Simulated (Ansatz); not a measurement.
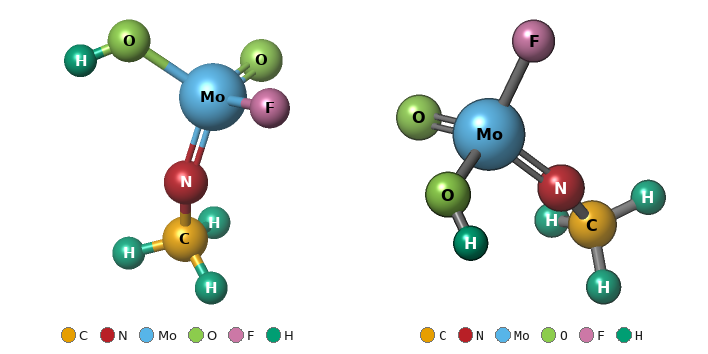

Both panels show the same species.

Charge 0, singlet. Computed geometry: PBE0-D4/def2-TZVP optimisation.

> Which formula does it have?

CH₄FMoNO₂, 10 atoms: 1 carbon, 4 hydrogen, 1 fluorine, 1 molybdenum, 1 nitrogen and 2 oxygen.

> Give a SMILES string for it.

C[N]=[Mo@@](=[O])([OH])[F]

> How many atoms are distinct by symmetry?

10: 1 C, 1 N, 1 Mo, 1 O, 1 O, 1 F, 1 H, 1 H, 1 H, 1 H.

> How many bonds of each kind are drawn?

3 C–H, 2 Mo–O, 1 C–N, 1 Mo–N, 1 F–Mo, 1 O–H.

The parts below concern this one geometry. Atoms keep their numbers from picture to picture.

Shape

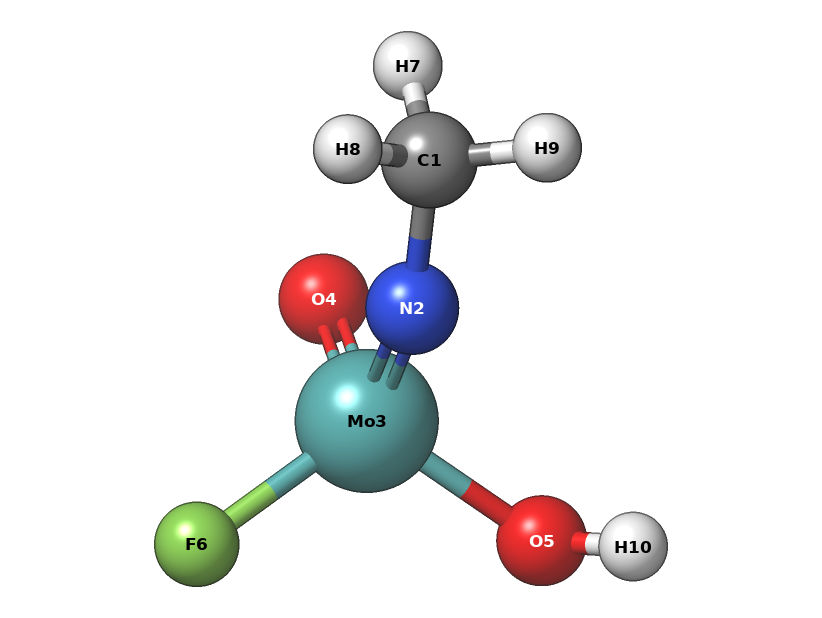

Atoms carry their numbers in the input.

List the bonds and their lengths.

```
  bond  length (Å)
 C1–N2       1.420
 C1–H7       1.096
 C1–H8       1.094
 C1–H9       1.095
N2–Mo3       1.718
Mo3–O4       1.676
Mo3–O5       1.877
Mo3–F6       1.863
O5–H10       0.959
```

Charges

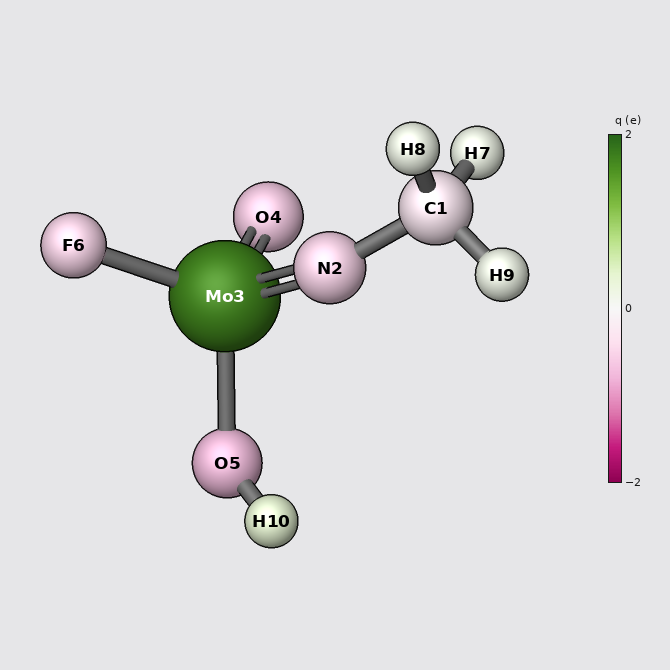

Atoms are coloured by their Mulliken charges. Level of theory: RKS PBE0-D4/def2-TZVP, core potentials on Mo (Ansatz 0.2.0).

Give the Mulliken charges atom by atom.

```csv
atom,value (e)
C1,−0.26
N2,−0.50
Mo3,1.72
O4,−0.57
O5,−0.71
F6,−0.48
H7,0.15
H8,0.15
H9,0.15
H10,0.35
```

Electronic properties

Method: RKS r2SCAN-D4/def2-TZVPP, core potentials on Mo (Ansatz 0.2.0).

> Give the LUMO energy (Kohn–Sham orbital) at this level.

−2.49 eV.

> What is the dipole moment?

3.73 D.

> What is the HOMO energy (Kohn–Sham orbital)?

−6.87 eV.

> What is the dispersion correction?

−5.7 kJ/mol.

Thermal motion

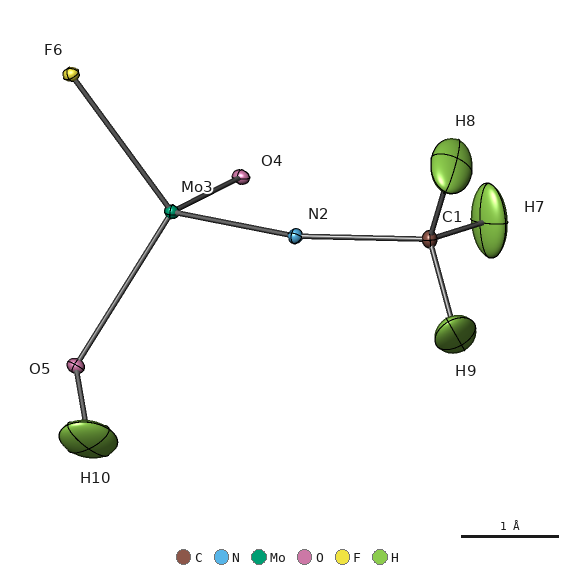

Displacement ellipsoids at the 50 % level, from the internal vibrations of the free molecule (harmonic, no overall translation or rotation; no half-axis is drawn under 0.075 Å). Vibrations computed with RKS PBE0-D4/def2-TZVP, core potentials on Mo (Ansatz 0.2.0). Temperature: 0 K (zero-point motion alone).

Give the displacement parameters, one line for each set of equivalent atoms.

```csv
atom,U_eq (Å²),rms amplitudes (Å)
C1,0.0030,"0.041, 0.059, 0.062"
N2,0.0022,"0.033, 0.052, 0.053"
Mo3,0.00022,"0.014, 0.015, 0.016"
O4,0.0025,"0.033, 0.049, 0.064"
O5,0.0025,"0.038, 0.049, 0.061"
F6,0.0023,"0.036, 0.046, 0.059"
H7,0.0319,"0.084, 0.158, 0.252"
H8,0.0313,"0.088, 0.147, 0.254"
H9,0.0317,"0.088, 0.145, 0.257"
H10,0.0287,"0.078, 0.174, 0.223"
```

Mulliken values depend strongly on the basis set and can even reverse the polarity of a bond.
